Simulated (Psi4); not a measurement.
# HS (SMILES [SH]): UM06-2X/6-311+G(d,p) (Cholesky decomposition, cholesky tolerance 0.001, sweep point 6)

What is the vertical electron affinity of HS at UM06-2X/6-311+G** (Cholesky decomposition, cholesky tolerance 0.001, sweep point 6)? 

The calculation is run with Psi4 1.11.

2 further runs of the same task are left out: 2 set aside as unsound or not needed.

## (1) The structure to begin with

HS has 2 atoms, charge 0, and is taken as a doublet. As SMILES, `[SH]`. The coordinates come from a GFN2-xTB relaxation.

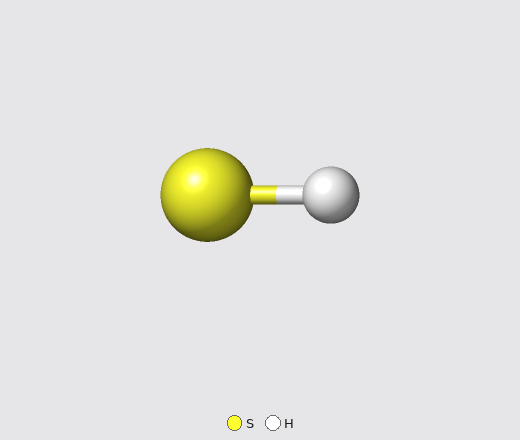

Viewed from a chosen angle; sulfur yellow, hydrogen white.

## (2) The energy at UM06-2X/6-311+G(d,p) (Cholesky decomposition, cholesky tolerance 0.001, sweep point 6)

input.dat

```
memory 1600 MB

molecule {
  0 2
  S      0.568010    -0.185670     0.292090
  H     -0.568010     0.185670    -0.292090
  symmetry c1
}

set {
  basis                6-311+G**
  reference            uks
  puream               true
  scf_type             cd
  dft_radial_points    99
  dft_spherical_points 590
  cholesky_tolerance   0.001
  maxiter              150
}

energy("m06-2x")
```

On the command line:

```console
$ psi4 input.dat output.dat -n 1
```

output.dat, shortened:

```text
[...]
  Running in c1 symmetry.
[...]
  Nuclear repulsion =    6.364600578970911
[...]
  Multiplicity = 2
[...]
  Nalpha       = 9
  Nbeta        = 8
[...]
    Number of basis functions: 36
[...]
   @UKS iter   1:  -398.70798062253056   -2.93131e-01   8.87237e-03 DIIS/ADIIS
[...]
   @UKS iter   8:  -398.72861445725994   -4.96442e-09   2.54629e-07 DIIS
[...]
   @S^2 Observed:                7.529711747E-01
[...]
    Orbital Energies [Eh]
    ---------------------
    Alpha Occupied:
       1A    -89.927600     2A     -8.288725     3A     -6.220870
       4A     -6.208246     5A     -6.202626     6A     -0.827513
       7A     -0.475648     8A     -0.376371     9A     -0.335535
    Alpha Virtual:
      10A      0.031559    11A      0.053892    12A      0.057174
      13A      0.060552    14A      0.086984    15A      0.324132
      16A      0.351232    17A      0.358073    18A      0.399650
      19A      0.588029    20A      0.706872    21A      0.736943
      22A      0.791202    23A      0.792646    24A      0.994943
      25A      1.471101    26A      1.485564    27A      1.648059
[...]
  @UKS Final Energy:  -398.72861445725994
   => Energetics <=
    Nuclear Repulsion Energy =              6.3646005789709115
    One-Electron Energy =                -563.0101801063858602
    Two-Electron Energy =                 170.2270963990479515
    DFT Exchange-Correlation Energy =     -12.3101313288928829
    Empirical Dispersion Energy =           0.0000000000000000
    VV10 Nonlocal Energy =                  0.0000000000000000
    Total Energy =                       -398.7286144572599369
[...]
 Multipole Moments:
 ------------------------------------------------------------------------------------
     Multipole            Electronic (a.u.)      Nuclear  (a.u.)        Total (a.u.)
 ------------------------------------------------------------------------------------
 L = 1.  Multiply by 2.5417464519 to convert [e a0] to [Debye]
 Dipole X            :          0.0000000            0.0000000            0.0000000
 Dipole Y            :         -0.0000000           -0.0000000           -0.0000000
 Dipole Z            :          0.7793436           -1.2079336           -0.4285900
 Magnitude           :                                                    0.4285900
[...]
```

Run time: 4.8 s. Hardware: 1 thread of Intel Xeon Platinum 8488C (Sapphire Rapids), shared host; peak memory 0.46 GiB.

## (3) The singlet anion

calc.inp

```
memory 1600 mb

molecule {
  -1 1
  S      0.568010    -0.185670     0.292090
  H     -0.568010     0.185670    -0.292090
  symmetry c1
}

set basis 6-311+G**
set puream true
set scf_type cd
set dft_radial_points 99
set dft_spherical_points 590
set cholesky_tolerance 0.001

E, wfn = energy('m06-2x', return_wfn=True)
```

On the command line:

```console
$ psi4 -n 1 calc.inp calc.out
```

calc.out, shortened:

```text
[...]
  Running in c1 symmetry.
[...]
  Nuclear repulsion =    6.364600578970911
[...]
  Multiplicity = 1
[...]
  Nalpha       = 9
  Nbeta        = 9
[...]
    Number of basis functions: 36
[...]
   @RKS iter   1:  -398.68012325566070   -2.65273e-01   1.47514e-02 ADIIS/DIIS
[...]
   @RKS iter   7:  -398.81333921907810   -2.33372e-08   9.48337e-07 DIIS
[...]
    Orbital Energies [Eh]
    ---------------------
    Doubly Occupied:
       1A    -89.599824     2A     -7.964562     3A     -5.886695
       4A     -5.881823     5A     -5.881823     6A     -0.505400
       7A     -0.181350     8A     -0.038882     9A     -0.038882
[...]
  @RKS Final Energy:  -398.81333921907810
   => Energetics <=
    Nuclear Repulsion Energy =              6.3646005789709115
    One-Electron Energy =                -568.3521488848011813
    Two-Electron Energy =                 175.6071341529294614
    DFT Exchange-Correlation Energy =     -12.4329250661772672
    Empirical Dispersion Energy =           0.0000000000000000
    VV10 Nonlocal Energy =                  0.0000000000000000
    Total Energy =                       -398.8133392190781024
[...]
 Multipole Moments:
 ------------------------------------------------------------------------------------
     Multipole            Electronic (a.u.)      Nuclear  (a.u.)        Total (a.u.)
 ------------------------------------------------------------------------------------
 L = 1.  Multiply by 2.5417464519 to convert [e a0] to [Debye]
 Dipole X            :         -0.0000000            0.0000000           -0.0000000
 Dipole Y            :         -0.0000000           -0.0000000           -0.0000000
 Dipole Z            :          0.8667437           -1.2079336           -0.3411899
 Magnitude           :                                                    0.3411899
[...]
```

Wall time 3.6 s (1 thread of Intel Xeon Platinum 8488C (Sapphire Rapids), shared host); peak memory 0.47 GiB.

## (4) What came out

Level: UM06-2X/6-311+G** (Cholesky decomposition, cholesky tolerance 0.001, sweep point 6).

| quantity | value |
| --- | --- |
| doublet HS: total energy | -398.72861 Eh |
| doublet HS: dipole moment | 1.09 D |
| doublet HS: HOMO energy (highest over α and β) | -8.56 eV |
| doublet HS: LUMO energy (lowest over α and β) | -3.62 eV |
| doublet HS: ⟨S²⟩ | 0.753 |
| singlet anion: total energy | -398.81334 Eh |
| singlet anion: HOMO energy | -1.06 eV |
| singlet anion: LUMO energy | 5.48 eV |
| singlet anion: HOMO–LUMO gap (to an unbound level, set by the basis) | 6.54 eV |
| vertical electron affinity (to the singlet anion) | 2.305 eV |

At fixed nuclei the extra electron is bound by 2.31 eV (53 kcal/mol).
